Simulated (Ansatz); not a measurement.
# GeH (doublet): PBE, r2SCAN, PBE0, B3LYP, wB97M-V, B2PLYP, RPA-PBE over vertical spin and charge gaps, cc-pVTZ

How well do these functionals follow the top wave-function level for GeH (doublet) over vertical spin and charge gaps?

Method: cc-pVTZ, all electrons in the functionals, frozen cores in the correlation of double hybrids and RPA; program: Ansatz 0.2.0, Gaussian basis.

The runs, in order: PBE, r2SCAN, PBE0, B3LYP, wB97M-V, B2PLYP, RPA-PBE, at charge 0, doublet; charge 0, quartet; charge 1, singlet; charge 1, triplet.

11 further runs of the same task are left out: 2 that didn't finish, 9 set aside as unsound or not needed.

## (1) The system

The geometry is a PBE0/def2-TZVP stationary point (not a proven minimum). No spin-orbit coupling is included. The filled d shell of Ge may be among the frozen orbitals whatever the setting's name suggests; the logs give the count.

2 atoms, charge 0, spin multiplicity 2.

Atoms are counted from 1 here; the program's logs count them from 0.

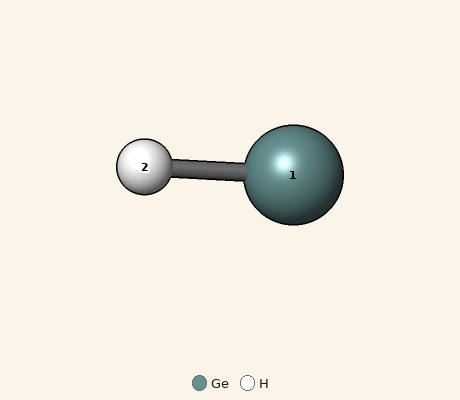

The structure; germanium teal, hydrogen white; atoms are numbered from 1 in the order of the file.

No dispersion term is added; wB97M-V holds VV10 nonlocal correlation. B3LYP takes the VWN-RPA correlation.

The geometry shown and the zero of energy belong to the point charge 0, doublet. The yardstick, FCI, and other wave-function levels (R restricted, U unrestricted, valence and pair active spaces) come from earlier runs.

## (2) PBE, charge 0, doublet

File in.yaml:

```yaml
crystal:
  periodic: [false, false, false]
  atoms:
    - {symbol: Ge, position_ang: [0.000000, 0.000000, 0.000000]}
    - {symbol: H, position_ang: [0.000000, 0.000000, 1.601240]}
basis:
  gaussian: {orbitals: cc-pVTZ}
magnetization: {spin_polarized: true, initial_magnetization: 1}
hamiltonian: {xc: {name: PBE}}
output: {orbitals: {seedname: orbitals}}
```

The run is started by

```console
$ ansatz run in.yaml --threads 1 --pin off --events-out ev --progress --plain --max-ram 2393MiB
```

The program printed, shortened:

```text
Functional definition: PBE
  name "PBE"
  cite "Perdew, Burke & Ernzerhof, Phys. Rev. Lett. 77, 3865 (1996) doi:10.1103/PhysRevLett.77.3865"
  parent pbe
[...]
417 factors; their error is unknown
[...]
mean field -56524.77394367 eV, -2077.2471285619 hartree, gradient 1.4e-5 eV, S^2 0.752775; 3 other end points of the search recorded, 0 dependent functions left out
reference -56524.77397155 eV, -2077.2471295866 hartree; 17, 16 occupied and 40, 41 virtual orbitals, 417 factors
Total energy: -56524.77397155 eV, -2077.2471295866 hartree
```

Wall time 0.6 s (1 thread of Intel Xeon 6975P-C, shared host).

From the report: ⟨S²⟩ of the determinant 0.753 (pure doublet: 0.75).

## (3) PBE, charge 0, quartet

in.yaml, as its differences from that of step 2:

```diff
@@ -7,3 +7,3 @@
   gaussian: {orbitals: cc-pVTZ}
-magnetization: {spin_polarized: true, initial_magnetization: 1}
+magnetization: {spin_polarized: true, initial_magnetization: 3}
 hamiltonian: {xc: {name: PBE}}
```

Launched as before.

The program printed, shortened:

```text
Functional definition: PBE
  name "PBE"
  cite "Perdew, Burke & Ernzerhof, Phys. Rev. Lett. 77, 3865 (1996) doi:10.1103/PhysRevLett.77.3865"
  parent pbe
[...]
417 factors; their error is unknown
[...]
mean field -56522.83986610 eV, -2077.1760525223 hartree, gradient 1.1e-5 eV, S^2 3.751897; 0 other end points of the search recorded, 0 dependent functions left out
reference -56522.83989625 eV, -2077.1760536303 hartree; 18, 15 occupied and 39, 42 virtual orbitals, 417 factors
Total energy: -56522.83989625 eV, -2077.1760536303 hartree
```

Run time: 0.45 s. Hardware: 1 thread of Intel Xeon 6975P-C, shared host.

From the report: ⟨S²⟩ of the determinant 3.752 (pure quartet: 3.75).

From charge 0, doublet: +44.6 kcal/mol.

## (4) PBE, charge 1, singlet

in.yaml, as its differences from that of step 3:

```diff
@@ -7,3 +7,3 @@
   gaussian: {orbitals: cc-pVTZ}
-magnetization: {spin_polarized: true, initial_magnetization: 3}
+total_charge: 1
 hamiltonian: {xc: {name: PBE}}
```

The command is unchanged.

The program printed, shortened:

```text
Functional definition: PBE
  name "PBE"
  cite "Perdew, Burke & Ernzerhof, Phys. Rev. Lett. 77, 3865 (1996) doi:10.1103/PhysRevLett.77.3865"
  parent pbe
[...]
417 factors; their error is unknown
[...]
mean field -56517.00521966 eV, -2076.9616332204 hartree, gradient 7.4e-6 eV, S^2 0.000000; 0 other end points of the search recorded, 0 dependent functions left out
reference -56517.00524885 eV, -2076.9616342930 hartree; 16, 16 occupied and 41, 41 virtual orbitals, 417 factors
Total energy: -56517.00524885 eV, -2076.9616342930 hartree
```

Wall time 0.27 s (1 thread of Intel Xeon 6975P-C, shared host).

From charge 0, doublet: +179.2 kcal/mol.

## (5) PBE, charge 1, triplet

in.yaml, as its differences from that of step 4:

```diff
@@ -8,2 +8,3 @@
 total_charge: 1
+magnetization: {spin_polarized: true, initial_magnetization: 2}
 hamiltonian: {xc: {name: PBE}}
```

Same command.

The program printed, shortened:

```text
Functional definition: PBE
  name "PBE"
  cite "Perdew, Burke & Ernzerhof, Phys. Rev. Lett. 77, 3865 (1996) doi:10.1103/PhysRevLett.77.3865"
  parent pbe
[...]
417 factors; their error is unknown
[...]
mean field -56514.73674805 eV, -2076.8782684264 hartree, gradient 1.1e-5 eV, S^2 2.004075; 3 other end points of the search recorded, 0 dependent functions left out
reference -56514.73678240 eV, -2076.8782696886 hartree; 17, 15 occupied and 40, 42 virtual orbitals, 417 factors
Total energy: -56514.73678240 eV, -2076.8782696886 hartree
```

Wall time 0.57 s (1 thread of Intel Xeon 6975P-C, shared host).

From the report: ⟨S²⟩ of the determinant 2.004 (pure triplet: 2.00).

From charge 0, doublet: +231.5 kcal/mol.

## (6) r2SCAN, charge 0, doublet

File in.yaml:

```yaml
crystal:
  periodic: [false, false, false]
  atoms:
    - {symbol: Ge, position_ang: [0.000000, 0.000000, 0.000000]}
    - {symbol: H, position_ang: [0.000000, 0.000000, 1.601240]}
basis:
  gaussian: {orbitals: cc-pVTZ}
magnetization: {spin_polarized: true, initial_magnetization: 1}
hamiltonian: {xc: {name: r2SCAN}}
```

The command is unchanged.

The program printed, shortened:

```text
Functional definition: r2SCAN
  name "r2SCAN"
  cite "Furness, Kaplan, Ning, Perdew & Sun, J. Phys. Chem. Lett. 11, 8208 (2020) doi:10.1021/acs.jpclett.0c02405"
  cite "Furness, Kaplan, Ning, Perdew & Sun, J. Phys. Chem. Lett. 11, 9248 (2020) doi:10.1021/acs.jpclett.0c03077"
  parent r2scan
[...]
417 factors; their error is unknown
[...]
mean field -56533.03010199 eV, -2077.5505367839 hartree, gradient 7.1e-6 eV, S^2 0.756088; 2 other end points of the search recorded, 0 dependent functions left out
reference -56533.03011285 eV, -2077.5505371830 hartree; 17, 16 occupied and 40, 41 virtual orbitals, 417 factors
Total energy: -56533.03011285 eV, -2077.5505371830 hartree
```

Wall time 1.6 s (1 thread of Intel Xeon 6975P-C, shared host).

From the report: ⟨S²⟩ of the determinant 0.756 (pure doublet: 0.75).

## (7) r2SCAN, charge 0, quartet

in.yaml, as its differences from that of step 6:

```diff
@@ -7,3 +7,3 @@
   gaussian: {orbitals: cc-pVTZ}
-magnetization: {spin_polarized: true, initial_magnetization: 1}
+magnetization: {spin_polarized: true, initial_magnetization: 3}
 hamiltonian: {xc: {name: r2SCAN}}
```

Launched as before.

The program printed, shortened:

```text
Functional definition: r2SCAN
  name "r2SCAN"
  cite "Furness, Kaplan, Ning, Perdew & Sun, J. Phys. Chem. Lett. 11, 8208 (2020) doi:10.1021/acs.jpclett.0c02405"
  cite "Furness, Kaplan, Ning, Perdew & Sun, J. Phys. Chem. Lett. 11, 9248 (2020) doi:10.1021/acs.jpclett.0c03077"
  parent r2scan
[...]
417 factors; their error is unknown
[...]
mean field -56531.30127737 eV, -2077.4870036510 hartree, gradient 3.1e-6 eV, S^2 3.754239; 0 other end points of the search recorded, 0 dependent functions left out
reference -56531.30128872 eV, -2077.4870040683 hartree; 18, 15 occupied and 39, 42 virtual orbitals, 417 factors
Total energy: -56531.30128872 eV, -2077.4870040683 hartree
```

Run time: 0.87 s. Hardware: 1 thread of Intel Xeon 6975P-C, shared host.

From the report: ⟨S²⟩ of the determinant 3.754 (pure quartet: 3.75).

From charge 0, doublet: +39.9 kcal/mol.

## (8) r2SCAN, charge 1, singlet

in.yaml, as its differences from that of step 7:

```diff
@@ -7,3 +7,4 @@
   gaussian: {orbitals: cc-pVTZ}
-magnetization: {spin_polarized: true, initial_magnetization: 3}
+total_charge: 1
 hamiltonian: {xc: {name: r2SCAN}}
+output: {forces: true}
```

Same command.

The program printed, shortened:

```text
Functional definition: r2SCAN
  name "r2SCAN"
  cite "Furness, Kaplan, Ning, Perdew & Sun, J. Phys. Chem. Lett. 11, 8208 (2020) doi:10.1021/acs.jpclett.0c02405"
  cite "Furness, Kaplan, Ning, Perdew & Sun, J. Phys. Chem. Lett. 11, 9248 (2020) doi:10.1021/acs.jpclett.0c03077"
  parent r2scan
[...]
417 factors; their error is unknown
[...]
mean field -56525.06584765 eV, -2077.2578558354 hartree, gradient 1.6e-5 eV, S^2 0.000000; 0 other end points of the search recorded, 0 dependent functions left out
[...]
reference -56525.06585700 eV, -2077.2578561789 hartree; 16, 16 occupied and 41, 41 virtual orbitals, 417 factors
Total energy: -56525.06585700 eV, -2077.2578561789 hartree
Atom 0 at     0.000000     0.000000     0.000000 Å, force    -0.000000    -0.000000     0.236227 eV/Å
Atom 1 at     0.000000     0.000000     1.601240 Å, force     0.000000     0.000000    -0.236227 eV/Å
Dipole moment:    -0.000000    -0.000000     0.067626 e Å
```

Wall time 0.63 s (1 thread of Intel Xeon 6975P-C, shared host).

From charge 0, doublet: +183.7 kcal/mol.

## (9) r2SCAN, charge 1, triplet

in.yaml, as its differences from that of step 8:

```diff
@@ -8,3 +8,3 @@
 total_charge: 1
+magnetization: {spin_polarized: true, initial_magnetization: 2}
 hamiltonian: {xc: {name: r2SCAN}}
-output: {forces: true}
```

The command is unchanged.

The program printed, shortened:

```text
Functional definition: r2SCAN
  name "r2SCAN"
  cite "Furness, Kaplan, Ning, Perdew & Sun, J. Phys. Chem. Lett. 11, 8208 (2020) doi:10.1021/acs.jpclett.0c02405"
  cite "Furness, Kaplan, Ning, Perdew & Sun, J. Phys. Chem. Lett. 11, 9248 (2020) doi:10.1021/acs.jpclett.0c03077"
  parent r2scan
[...]
417 factors; their error is unknown
[...]
mean field -56523.01621796 eV, -2077.1825333337 hartree, gradient 2.1e-5 eV, S^2 2.010084; 3 other end points of the search recorded, 0 dependent functions left out
reference -56523.01623074 eV, -2077.1825338031 hartree; 17, 15 occupied and 40, 42 virtual orbitals, 417 factors
Total energy: -56523.01623074 eV, -2077.1825338031 hartree
```

Wall time 1.4 s (1 thread of Intel Xeon 6975P-C, shared host).

From the report: ⟨S²⟩ of the determinant 2.010 (pure triplet: 2.00).

From charge 0, doublet: +230.9 kcal/mol.

## (10) PBE0, charge 0, doublet

File in.yaml:

```yaml
crystal:
  periodic: [false, false, false]
  atoms:
    - {symbol: Ge, position_ang: [0.000000, 0.000000, 0.000000]}
    - {symbol: H, position_ang: [0.000000, 0.000000, 1.601240]}
basis:
  gaussian: {orbitals: cc-pVTZ}
magnetization: {spin_polarized: true, initial_magnetization: 1}
hamiltonian: {xc: {name: PBE0}}
output: {orbitals: {seedname: orbitals}}
```

Same command.

The program printed, shortened:

```text
Functional definition: PBE0
  name "PBE0"
  cite "Adamo & Barone, J. Chem. Phys. 110, 6158 (1999) doi:10.1063/1.478522"
  cite "Perdew, Burke & Ernzerhof, Phys. Rev. Lett. 77, 3865 (1996) doi:10.1103/PhysRevLett.77.3865"
  parent pbe
[...]
358 factors; integrals over basis functions are off by at most 1.0e-3 eV
[...]
mean field -56526.23987473 eV, -2077.3010005347 hartree, gradient 1.7e-5 eV, S^2 0.754242; 1 other end points of the search recorded, 0 dependent functions left out
reference -56526.23989573 eV, -2077.3010013064 hartree; 17, 16 occupied and 40, 41 virtual orbitals, 358 factors
Total energy: -56526.23989573 eV, -2077.3010013064 hartree
```

Run time: 0.72 s. Hardware: 1 thread of Intel Xeon 6975P-C, shared host.

From the report: ⟨S²⟩ of the determinant 0.754 (pure doublet: 0.75).

## (11) PBE0, charge 0, quartet

in.yaml, as its differences from that of step 10:

```diff
@@ -7,3 +7,3 @@
   gaussian: {orbitals: cc-pVTZ}
-magnetization: {spin_polarized: true, initial_magnetization: 1}
+magnetization: {spin_polarized: true, initial_magnetization: 3}
 hamiltonian: {xc: {name: PBE0}}
```

Same command.

The program printed, shortened:

```text
Functional definition: PBE0
  name "PBE0"
  cite "Adamo & Barone, J. Chem. Phys. 110, 6158 (1999) doi:10.1063/1.478522"
  cite "Perdew, Burke & Ernzerhof, Phys. Rev. Lett. 77, 3865 (1996) doi:10.1103/PhysRevLett.77.3865"
  parent pbe
[...]
360 factors; integrals over basis functions are off by at most 1.0e-3 eV
[...]
mean field -56524.38597036 eV, -2077.2328708059 hartree, gradient 9.1e-6 eV, S^2 3.753270; 0 other end points of the search recorded, 0 dependent functions left out
reference -56524.38599335 eV, -2077.2328716506 hartree; 18, 15 occupied and 39, 42 virtual orbitals, 360 factors
Total energy: -56524.38599335 eV, -2077.2328716506 hartree
```

Wall time 0.72 s (1 thread of Intel Xeon 6975P-C, shared host).

From the report: ⟨S²⟩ of the determinant 3.753 (pure quartet: 3.75).

From charge 0, doublet: +42.8 kcal/mol.

Orbitals, density, ELF and potential are computed afterwards from the orbital file.

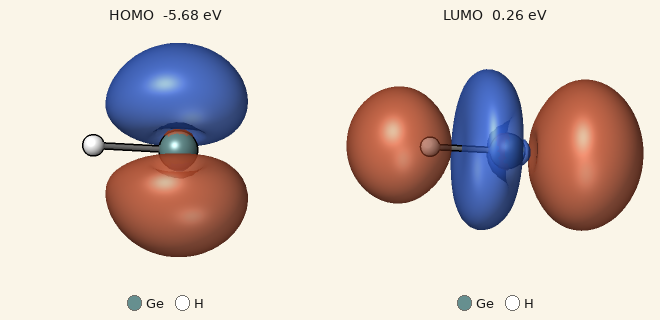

Frontier orbitals at PBE0/cc-pVTZ (alpha spin); each surface holds 70 % of the orbital's density, blue and red mark the sign.

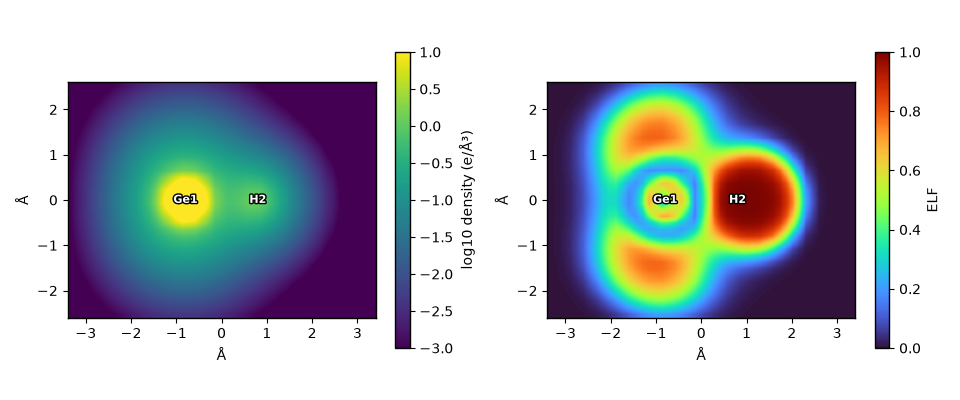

Density (left) and ELF (right) in a plane through or near 2 of the atoms.

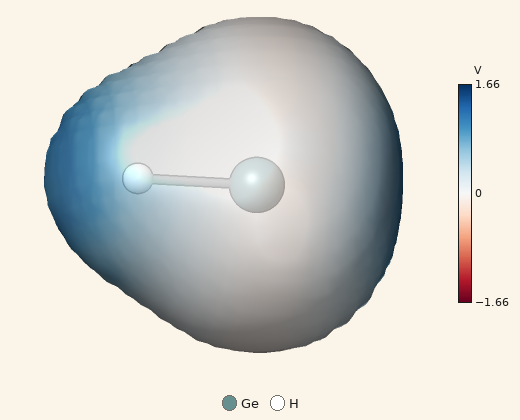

The potential that a unit positive charge feels on the 0.002 e/bohr³ surface, from the 1st to the 99th percentile, from -0.11 to 1.66 V.

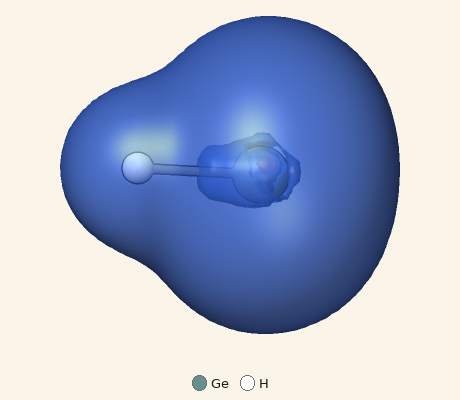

Spin density at ±0.02 e/Å³ (alpha excess blue, beta excess red).

## (12) PBE0, charge 1, singlet

File in.yaml:

```yaml
crystal:
  periodic: [false, false, false]
  atoms:
    - {symbol: Ge, position_ang: [0.000000, 0.000000, 0.000000]}
    - {symbol: H, position_ang: [0.000000, 0.000000, 1.601240]}
basis:
  gaussian: {orbitals: cc-pVTZ}
total_charge: 1
hamiltonian: {xc: {name: PBE0}}
output: {forces: true, orbitals: {seedname: orbitals}}
```

Launched as before.

The program printed, shortened:

```text
Functional definition: PBE0
  name "PBE0"
  cite "Adamo & Barone, J. Chem. Phys. 110, 6158 (1999) doi:10.1063/1.478522"
  cite "Perdew, Burke & Ernzerhof, Phys. Rev. Lett. 77, 3865 (1996) doi:10.1103/PhysRevLett.77.3865"
  parent pbe
[...]
474 factors; their error is unknown
[...]
mean field -56518.42541566 eV, -2077.0138244608 hartree, gradient 2.3e-5 eV, S^2 0.000000; 0 other end points of the search recorded, 0 dependent functions left out
[...]
reference -56518.42543765 eV, -2077.0138252688 hartree; 16, 16 occupied and 41, 41 virtual orbitals, 474 factors
Total energy: -56518.42543765 eV, -2077.0138252688 hartree
Atom 0 at     0.000000     0.000000     0.000000 Å, force    -0.000000     0.000000     0.170298 eV/Å
Atom 1 at     0.000000     0.000000     1.601240 Å, force    -0.000000    -0.000000    -0.170298 eV/Å
Dipole moment:    -0.000000    -0.000000     0.066340 e Å
```

It took 0.39 s on 1 thread of Intel Xeon 6975P-C, shared host.

From charge 0, doublet: +180.2 kcal/mol.

## (13) PBE0, charge 1, triplet

in.yaml, as its differences from that of step 12:

```diff
@@ -8,3 +8,4 @@
 total_charge: 1
+magnetization: {spin_polarized: true, initial_magnetization: 2}
 hamiltonian: {xc: {name: PBE0}}
-output: {forces: true, orbitals: {seedname: orbitals}}
+output: {orbitals: {seedname: orbitals}}
```

Launched as before.

The program printed, shortened:

```text
Functional definition: PBE0
  name "PBE0"
  cite "Adamo & Barone, J. Chem. Phys. 110, 6158 (1999) doi:10.1063/1.478522"
  cite "Perdew, Burke & Ernzerhof, Phys. Rev. Lett. 77, 3865 (1996) doi:10.1103/PhysRevLett.77.3865"
  parent pbe
[...]
358 factors; integrals over basis functions are off by at most 1.0e-3 eV
[...]
mean field -56516.22872786 eV, -2076.9330976733 hartree, gradient 7.9e-5 eV, S^2 2.007323; 0 other end points of the search recorded, 0 dependent functions left out
reference -56516.22875370 eV, -2076.9330986226 hartree; 17, 15 occupied and 40, 42 virtual orbitals, 358 factors
Total energy: -56516.22875370 eV, -2076.9330986226 hartree
```

It took 0.66 s on 1 thread of Intel Xeon 6975P-C, shared host.

From the report: ⟨S²⟩ of the determinant 2.007 (pure triplet: 2.00).

From charge 0, doublet: +230.9 kcal/mol.

## (14) B3LYP, charge 0, doublet

File in.yaml:

```yaml
crystal:
  periodic: [false, false, false]
  atoms:
    - {symbol: Ge, position_ang: [0.000000, 0.000000, 0.000000]}
    - {symbol: H, position_ang: [0.000000, 0.000000, 1.601240]}
basis:
  gaussian: {orbitals: cc-pVTZ}
magnetization: {spin_polarized: true, initial_magnetization: 1}
hamiltonian: {xc: {name: B3LYP}}
```

The command is unchanged.

The program printed, shortened:

```text
Functional definition: B3LYP
  name "B3LYP"
  cite "Stephens, Devlin, Chabalowski & Frisch, J. Phys. Chem. 98, 11623 (1994) doi:10.1021/j100096a001"
  cite "Becke, Phys. Rev. A 38, 3098 (1988) doi:10.1103/PhysRevA.38.3098"
  cite "Lee, Yang & Parr, Phys. Rev. B 37, 785 (1988) doi:10.1103/PhysRevB.37.785"
  cite "Vosko, Wilk & Nusair, Can. J. Phys. 58, 1200 (1980) doi:10.1139/p80-159"
[...]
358 factors; integrals over basis functions are off by at most 1.0e-3 eV
[...]
mean field -56534.85800458 eV, -2077.6177109654 hartree, gradient 9.0e-6 eV, S^2 0.752677; 1 other end points of the search recorded, 0 dependent functions left out
reference -56534.85817159 eV, -2077.6177171026 hartree; 17, 16 occupied and 40, 41 virtual orbitals, 358 factors
Total energy: -56534.85817159 eV, -2077.6177171026 hartree
```

Wall time 0.81 s (1 thread of Intel Xeon 6975P-C, shared host).

From the report: ⟨S²⟩ of the determinant 0.753 (pure doublet: 0.75).

## (15) B3LYP, charge 0, quartet

in.yaml, as its differences from that of step 14:

```diff
@@ -7,3 +7,3 @@
   gaussian: {orbitals: cc-pVTZ}
-magnetization: {spin_polarized: true, initial_magnetization: 1}
+magnetization: {spin_polarized: true, initial_magnetization: 3}
 hamiltonian: {xc: {name: B3LYP}}
```

Same command.

The program printed, shortened:

```text
Functional definition: B3LYP
  name "B3LYP"
  cite "Stephens, Devlin, Chabalowski & Frisch, J. Phys. Chem. 98, 11623 (1994) doi:10.1021/j100096a001"
  cite "Becke, Phys. Rev. A 38, 3098 (1988) doi:10.1103/PhysRevA.38.3098"
  cite "Lee, Yang & Parr, Phys. Rev. B 37, 785 (1988) doi:10.1103/PhysRevB.37.785"
  cite "Vosko, Wilk & Nusair, Can. J. Phys. 58, 1200 (1980) doi:10.1139/p80-159"
[...]
360 factors; integrals over basis functions are off by at most 1.0e-3 eV
[...]
mean field -56532.71548706 eV, -2077.5389748985 hartree, gradient 6.0e-6 eV, S^2 3.752965; 0 other end points of the search recorded, 0 dependent functions left out
reference -56532.71564862 eV, -2077.5389808358 hartree; 18, 15 occupied and 39, 42 virtual orbitals, 360 factors
Total energy: -56532.71564862 eV, -2077.5389808358 hartree
```

Run time: 0.64 s. Hardware: 1 thread of Intel Xeon 6975P-C, shared host.

From the report: ⟨S²⟩ of the determinant 3.753 (pure quartet: 3.75).

From charge 0, doublet: +49.4 kcal/mol.

## (16) B3LYP, charge 1, singlet

in.yaml, as its differences from that of step 15:

```diff
@@ -7,3 +7,3 @@
   gaussian: {orbitals: cc-pVTZ}
-magnetization: {spin_polarized: true, initial_magnetization: 3}
+total_charge: 1
 hamiltonian: {xc: {name: B3LYP}}
```

The command is unchanged.

The program printed, shortened:

```text
Functional definition: B3LYP
  name "B3LYP"
  cite "Stephens, Devlin, Chabalowski & Frisch, J. Phys. Chem. 98, 11623 (1994) doi:10.1021/j100096a001"
  cite "Becke, Phys. Rev. A 38, 3098 (1988) doi:10.1103/PhysRevA.38.3098"
  cite "Lee, Yang & Parr, Phys. Rev. B 37, 785 (1988) doi:10.1103/PhysRevB.37.785"
  cite "Vosko, Wilk & Nusair, Can. J. Phys. 58, 1200 (1980) doi:10.1139/p80-159"
[...]
474 factors; their error is unknown
[...]
mean field -56527.05388535 eV, -2077.3309148734 hartree, gradient 9.4e-6 eV, S^2 0.000000; 0 other end points of the search recorded, 0 dependent functions left out
reference -56527.05405817 eV, -2077.3309212245 hartree; 16, 16 occupied and 41, 41 virtual orbitals, 474 factors
Total energy: -56527.05405817 eV, -2077.3309212245 hartree
```

Run time: 0.33 s. Hardware: 1 thread of Intel Xeon 6975P-C, shared host.

From charge 0, doublet: +180.0 kcal/mol.

## (17) B3LYP, charge 1, triplet

in.yaml, as its differences from that of step 16:

```diff
@@ -8,2 +8,3 @@
 total_charge: 1
+magnetization: {spin_polarized: true, initial_magnetization: 2}
 hamiltonian: {xc: {name: B3LYP}}
```

The command is unchanged.

The program printed, shortened:

```text
Functional definition: B3LYP
  name "B3LYP"
  cite "Stephens, Devlin, Chabalowski & Frisch, J. Phys. Chem. 98, 11623 (1994) doi:10.1021/j100096a001"
  cite "Becke, Phys. Rev. A 38, 3098 (1988) doi:10.1103/PhysRevA.38.3098"
  cite "Lee, Yang & Parr, Phys. Rev. B 37, 785 (1988) doi:10.1103/PhysRevB.37.785"
  cite "Vosko, Wilk & Nusair, Can. J. Phys. 58, 1200 (1980) doi:10.1139/p80-159"
[...]
358 factors; integrals over basis functions are off by at most 1.0e-3 eV
[...]
mean field -56524.67646327 eV, -2077.2435462232 hartree, gradient 5.0e-5 eV, S^2 2.005761; 2 other end points of the search recorded, 0 dependent functions left out
reference -56524.67663714 eV, -2077.2435526130 hartree; 17, 15 occupied and 40, 42 virtual orbitals, 358 factors
Total energy: -56524.67663714 eV, -2077.2435526130 hartree
```

It took 0.99 s on 1 thread of Intel Xeon 6975P-C, shared host.

From the report: ⟨S²⟩ of the determinant 2.006 (pure triplet: 2.00).

From charge 0, doublet: +234.8 kcal/mol.

(Part 1 of 2 ends here.)
